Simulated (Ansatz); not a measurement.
**Geometry relaxation of CH₈GaNO (part 2 of 2)**

Continued. System: CH₈GaNO. Method: RKS revPBE/def2-SVP (Ansatz 0.2.0). It belongs to a series of runs on one base structure; here: end point B relaxed.

Geometry of the input (Å):
```
Ga -1.6876  0.3739  -0.1212
N  0.2470  -1.5825  1.5432
H  -2.0581  -0.3845  -1.4546
H  -2.5307  0.7854  1.1375
H  0.6567  -0.6927  1.2299
O  0.0475  1.0638  -0.0800
C  0.8498  1.0833  -1.2486
H  0.8497  -2.3322  1.1796
H  0.3358  -1.6061  2.5673
H  1.9147  1.2483  -0.9654
H  0.8049  0.1345  -1.8397
H  0.5703  1.9089  -1.9479
```

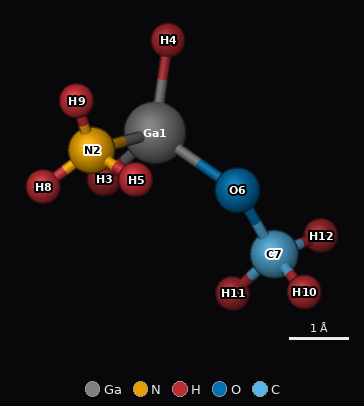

Figure 1. The geometry at step 13 of the log (ball-and-stick view, seen at a tilt; atoms are numbered from 1 in the order of the input).

### Trajectory as extended XYZ, continued
```
12
Properties=species:S:1:pos:R:3:forces:R:3 step=5 energy=-57067.56878
Ga   -1.2570    0.0014    0.2111   -0.4615   0.3282  -0.3535
N    -0.0455   -1.3006    1.3392    0.9009  -0.3269   0.6115
H    -1.7105   -0.8351   -1.0639    0.0079  -0.0172   0.0056
H    -2.1961    0.5384    1.3685   -0.0219   0.0659  -0.0173
H     0.7589   -0.6235    1.3142   -0.2988  -0.4551   0.1163
O     0.2157    1.1308   -0.0835    0.0265  -0.1808  -0.0314
C     0.8940    1.1778   -1.3218   -0.0332   0.0008   0.1595
H     0.2927   -2.2029    0.9535   -0.1256   0.3379  -0.0375
H    -0.2807   -1.4868    2.3357    0.0256   0.2206  -0.4094
H     1.9707    1.4269   -1.1527   -0.0207   0.0117  -0.0374
H     0.8700    0.2119   -1.8903    0.0101   0.0218  -0.0325
H     0.4879    1.9619   -2.0102   -0.0094  -0.0069   0.0262
12
Properties=species:S:1:pos:R:3:forces:R:3 step=6 energy=-57067.62081
Ga   -1.2862    0.0188    0.1852    0.0232   0.0975  -0.0718
N    -0.0096   -1.3087    1.3605    0.3041  -0.0912   0.2477
H    -1.7246   -0.8349   -1.0829    0.0025  -0.0301   0.0191
H    -2.2285    0.5850    1.3258   -0.0028   0.0009  -0.0014
H     0.8147   -0.6716    1.3565   -0.2225  -0.1876   0.0106
O     0.2252    1.0975   -0.0774    0.0205  -0.0683  -0.1277
C     0.8886    1.1780   -1.3213   -0.0705   0.0199   0.1371
H     0.2957   -2.2149    0.9707   -0.0670   0.1434  -0.0503
H    -0.2731   -1.4836    2.3442    0.0091   0.0924  -0.1389
H     1.9653    1.4300   -1.1614   -0.0039   0.0098  -0.0138
H     0.8632    0.2276   -1.9158    0.0054   0.0117  -0.0127
H     0.4695    1.9768   -1.9842    0.0019   0.0016   0.0022
12
Properties=species:S:1:pos:R:3:forces:R:3 step=7 energy=-57067.63373
Ga   -1.2538    0.0154    0.1766    0.1074   0.0265   0.0033
N    -0.0195   -1.3327    1.4121    0.0350  -0.0119  -0.0087
H    -1.6840   -0.8913   -1.0590   -0.0021  -0.0030   0.0109
H    -2.2016    0.6029    1.3035   -0.0054   0.0103  -0.0189
H     0.8363   -0.7526    1.4386   -0.0448  -0.0502  -0.0074
O     0.2640    1.0749   -0.1031   -0.0058  -0.0555  -0.1125
C     0.8887    1.2173   -1.3598   -0.0451  -0.0205   0.0845
H     0.2287   -2.2465    1.0066   -0.0054   0.0628  -0.0023
H    -0.3304   -1.4938    2.3794   -0.0043   0.0189   0.0058
H     1.9661    1.4807   -1.2217   -0.0190   0.0109   0.0047
H     0.8658    0.2907   -1.9928   -0.0156   0.0296   0.0156
H     0.4396    2.0352   -1.9804    0.0049  -0.0179   0.0251
12
Properties=species:S:1:pos:R:3:forces:R:3 step=8 energy=-57067.63392
Ga   -1.2368    0.0181    0.1706   -0.0432  -0.0570   0.0556
N    -0.0185   -1.3358    1.4124    0.0109   0.0083   0.0129
H    -1.6754   -0.9058   -1.0487    0.0162   0.0077  -0.0116
H    -2.1908    0.6278    1.2774   -0.0262  -0.0010   0.0224
H     0.8439   -0.7685    1.4513   -0.0205  -0.0159  -0.0047
O     0.2739    1.0721   -0.1009   -0.0294  -0.0513   0.1003
C     0.8824    1.2172   -1.3542    0.0904   0.0970  -0.1561
H     0.2246   -2.2490    1.0043   -0.0175   0.0283   0.0022
H    -0.3420   -1.4950    2.3760    0.0029  -0.0024  -0.0006
H     1.9590    1.4899   -1.2287    0.0048  -0.0008  -0.0059
H     0.8573    0.2950   -1.9917    0.0009  -0.0134  -0.0034
H     0.4225    2.0340   -1.9680    0.0106   0.0003  -0.0110
12
Properties=species:S:1:pos:R:3:forces:R:3 step=9 energy=-57067.63706
Ga   -1.2238    0.0022    0.1751    0.0015   0.0162  -0.0012
N    -0.0255   -1.3419    1.4373   -0.0257   0.0030  -0.0227
H    -1.6538   -0.9248   -1.0463    0.0052  -0.0078   0.0078
H    -2.1896    0.6259    1.2678   -0.0012  -0.0115   0.0014
H     0.8532   -0.8011    1.4730   -0.0118  -0.0057  -0.0078
O     0.2941    1.0474   -0.1116    0.0374  -0.0197  -0.0414
C     0.8852    1.2354   -1.3741   -0.0025   0.0188  -0.0209
H     0.1855   -2.2630    1.0296    0.0053   0.0184   0.0210
H    -0.3579   -1.4862    2.4000    0.0115  -0.0054   0.0036
H     1.9634    1.5058   -1.2551   -0.0185   0.0007   0.0071
H     0.8546    0.3307   -2.0381   -0.0130   0.0221   0.0245
H     0.4147    2.0697   -1.9576    0.0118  -0.0292   0.0285
12
Properties=species:S:1:pos:R:3:forces:R:3 step=11 energy=-57067.63947
Ga   -1.2051   -0.0207    0.1623   -0.0079  -0.0117   0.0053
N    -0.0419   -1.3477    1.4650   -0.0047  -0.0033  -0.0051
H    -1.6250   -0.9634   -1.0511   -0.0005   0.0008   0.0016
H    -2.1867    0.6168    1.2346    0.0025   0.0099  -0.0145
H     0.8500   -0.8276    1.4626    0.0042   0.0041  -0.0007
O     0.3403    0.9877   -0.1193    0.0487   0.0083  -0.0845
C     0.8878    1.2555   -1.3894   -0.0632  -0.0193   0.0117
H     0.1417   -2.2895    1.0936   -0.0002   0.0097   0.0136
H    -0.3603   -1.4439    2.4390    0.0086   0.0051  -0.0270
H     1.9732    1.5019   -1.2893   -0.0180   0.0006  -0.0057
H     0.8173    0.3961   -2.1106   -0.0027   0.0615   0.0564
H     0.4087    2.1350   -1.8972    0.0331  -0.0658   0.0488
12
Properties=species:S:1:pos:R:3:forces:R:3 step=12 energy=-57067.64041
Ga   -1.2043   -0.0378    0.1514    0.0150  -0.0240   0.0261
N    -0.0435   -1.3424    1.4706    0.0051  -0.0404   0.0325
H    -1.6169   -0.9850   -1.0610   -0.0054   0.0042   0.0031
H    -2.1939    0.6203    1.2047    0.0018   0.0023  -0.0176
H     0.8527   -0.8285    1.4390   -0.0314   0.0038  -0.0145
O     0.3660    0.9390   -0.1145    0.0627   0.0399  -0.1533
C     0.8871    1.2570   -1.3852   -0.0975  -0.0003  -0.0078
H     0.1286   -2.2976    1.1273   -0.0097   0.0339   0.0180
H    -0.3482   -1.4058    2.4521    0.0133   0.0000  -0.0411
H     1.9784    1.4824   -1.2992   -0.0258   0.0021  -0.0140
H     0.7857    0.4310   -2.1440    0.0055   0.0985   0.1025
H     0.4085    2.1675   -1.8412    0.0665  -0.1200   0.0659
12
Properties=species:S:1:pos:R:3:forces:R:3 step=13 energy=-57067.64151
Ga   -1.1932   -0.0471    0.1487   -0.0278   0.0007   0.0077
N    -0.0492   -1.3479    1.4794    0.0235  -0.0156   0.0135
H    -1.6095   -0.9928   -1.0634    0.0049  -0.0040   0.0013
H    -2.1891    0.6234    1.1879    0.0024   0.0011  -0.0050
H     0.8468   -0.8345    1.4354   -0.0089  -0.0051  -0.0014
O     0.3806    0.9258   -0.1177    0.0351   0.0014  -0.0839
C     0.8862    1.2627   -1.3878   -0.0689   0.0065  -0.0338
H     0.1198   -2.3075    1.1479   -0.0092   0.0268   0.0089
H    -0.3489   -1.3974    2.4630    0.0038   0.0055  -0.0323
H     1.9792    1.4831   -1.3130   -0.0190   0.0025  -0.0121
H     0.7717    0.4504   -2.1581    0.0080   0.0803   0.0848
H     0.4055    2.1818   -1.8222    0.0562  -0.1002   0.0521
12
Properties=species:S:1:pos:R:3:forces:R:3 step=14 energy=-57067.64272
Ga   -1.1901   -0.0561    0.1438   -0.0200   0.0001   0.0073
N    -0.0506   -1.3468    1.4828    0.0076   0.0040   0.0040
H    -1.6039   -1.0071   -1.0648    0.0024  -0.0032  -0.0014
H    -2.1895    0.6285    1.1702    0.0000  -0.0017  -0.0004
H     0.8464   -0.8369    1.4243    0.0032   0.0015  -0.0031
O     0.3944    0.9021   -0.1191    0.0118  -0.0140  -0.0141
C     0.8853    1.2644   -1.3852   -0.0203   0.0185  -0.0354
H     0.1111   -2.3112    1.1641   -0.0047   0.0013  -0.0006
H    -0.3448   -1.3796    2.4678   -0.0018   0.0011  -0.0019
H     1.9801    1.4779   -1.3223   -0.0055   0.0008  -0.0006
H     0.7561    0.4717   -2.1698    0.0051   0.0248   0.0297
H     0.4055    2.1933   -1.7920    0.0222  -0.0332   0.0166
12
Properties=species:S:1:pos:R:3:forces:R:3 step=15 energy=-57067.64348
Ga   -1.1864   -0.0718    0.1354   -0.0003   0.0035   0.0157
N    -0.0548   -1.3448    1.4916    0.0151  -0.0062   0.0063
H    -1.5971   -1.0296   -1.0690   -0.0006  -0.0032   0.0003
H    -2.1902    0.6281    1.1476   -0.0019   0.0039  -0.0058
H     0.8477   -0.8473    1.4019   -0.0159  -0.0102   0.0023
O     0.4157    0.8627   -0.1243   -0.0030  -0.0105  -0.0146
C     0.8854    1.2700   -1.3845    0.0044   0.0161  -0.0175
H     0.0867   -2.3199    1.1962   -0.0006   0.0141   0.0090
H    -0.3336   -1.3455    2.4821    0.0048   0.0007  -0.0226
H     1.9825    1.4748   -1.3344   -0.0047   0.0001   0.0066
H     0.7386    0.5077   -2.1945   -0.0027   0.0060   0.0117
H     0.4056    2.2157   -1.7480    0.0053  -0.0142   0.0086
12
Properties=species:S:1:pos:R:3:forces:R:3 step=16 energy=-57067.64355
Ga   -1.1808   -0.0931    0.1281    0.0176   0.0162  -0.0111
N    -0.0575   -1.3460    1.5025    0.0140  -0.0057   0.0363
H    -1.5903   -1.0644   -1.0661   -0.0046  -0.0071   0.0034
H    -2.1948    0.6452    1.1043    0.0159  -0.0141   0.0036
H     0.8507   -0.8641    1.3761   -0.0523  -0.0316   0.0121
O     0.4438    0.8082   -0.1330    0.0024   0.0147  -0.0792
C     0.8851    1.2782   -1.3837   -0.0083   0.0044   0.0146
H     0.0604   -2.3341    1.2384   -0.0039   0.0569   0.0190
H    -0.3195   -1.3057    2.4979    0.0269  -0.0080  -0.0656
H     1.9847    1.4729   -1.3495   -0.0142   0.0003   0.0076
H     0.7145    0.5578   -2.2279   -0.0066   0.0230   0.0385
H     0.4039    2.2455   -1.6872    0.0133  -0.0489   0.0206
12
Properties=species:S:1:pos:R:3:forces:R:3 step=17 energy=-57067.64390
Ga   -1.1786   -0.0932    0.1229    0.0016  -0.0049   0.0292
N    -0.0616   -1.3438    1.5021    0.0225  -0.0145   0.0171
H    -1.5926   -1.0713   -1.0644   -0.0009   0.0085  -0.0036
H    -2.1846    0.6357    1.1140   -0.0002   0.0067  -0.0156
H     0.8470   -0.8639    1.3766   -0.0225  -0.0199   0.0108
O     0.4457    0.8072   -0.1370   -0.0152  -0.0044  -0.0385
C     0.8868    1.2798   -1.3852   -0.0016   0.0102  -0.0049
H     0.0561   -2.3319    1.2404    0.0013   0.0287   0.0115
H    -0.3241   -1.3018    2.4964    0.0104  -0.0012  -0.0373
H     1.9860    1.4756   -1.3497   -0.0078   0.0018   0.0003
H     0.7160    0.5613   -2.2303    0.0006   0.0150   0.0221
H     0.4039    2.2463   -1.6860    0.0118  -0.0261   0.0089
12
Properties=species:S:1:pos:R:3:forces:R:3 step=18 energy=-57067.64392
Ga   -1.1797   -0.1011    0.1246    0.0366   0.0040  -0.0413
N    -0.0616   -1.3462    1.5065    0.0176   0.0073  -0.0045
H    -1.6044   -1.0844   -1.0543   -0.0032  -0.0032  -0.0027
H    -2.1787    0.6414    1.1086   -0.0179   0.0134   0.0175
H     0.8503   -0.8724    1.3902   -0.0042   0.0098  -0.0074
O     0.4428    0.7953   -0.1531    0.0190   0.0036   0.0082
C     0.8894    1.2861   -1.3917   -0.0417  -0.0359   0.0217
H     0.0565   -2.3343    1.2474   -0.0107  -0.0015   0.0090
H    -0.3313   -1.3005    2.4976   -0.0022  -0.0131   0.0054
H     1.9879    1.4812   -1.3500    0.0131  -0.0010   0.0068
H     0.7205    0.5797   -2.2459    0.0030  -0.0003  -0.0079
H     0.4083    2.2554   -1.6799   -0.0094   0.0169  -0.0049
12
Properties=species:S:1:pos:R:3:forces:R:3 step=19 energy=-57067.64425
Ga   -1.1774   -0.1011    0.1216    0.0026   0.0044  -0.0020
N    -0.0612   -1.3449    1.5066    0.0054  -0.0002  -0.0011
H    -1.5995   -1.0807   -1.0616    0.0011  -0.0020   0.0016
H    -2.1812    0.6433    1.1024   -0.0035   0.0020   0.0016
H     0.8495   -0.8705    1.3810   -0.0052  -0.0007  -0.0006
O     0.4492    0.7907   -0.1470    0.0054  -0.0013  -0.0052
C     0.8873    1.2833   -1.3877   -0.0058  -0.0013   0.0031
H     0.0533   -2.3343    1.2510   -0.0011   0.0025   0.0050
H    -0.3247   -1.2960    2.4995   -0.0002  -0.0035  -0.0051
H     1.9863    1.4787   -1.3514   -0.0012   0.0013  -0.0009
H     0.7145    0.5782   -2.2427    0.0006   0.0035   0.0029
H     0.4038    2.2536   -1.6718    0.0019  -0.0047   0.0007
```

### Key numbers

- outcome: converged
- total energy: −57067.6443 eV
- mean-field energy: −57067.6443 eV
- largest force (length of the vector) at the end: 0.008 eV/Å
- hardware: 2 threads of Arm Neoverse V1, 24 GiB of memory available, shared host
- wall time: 46 s (CPU time 89 s)
- peak memory: 0.16 GiB
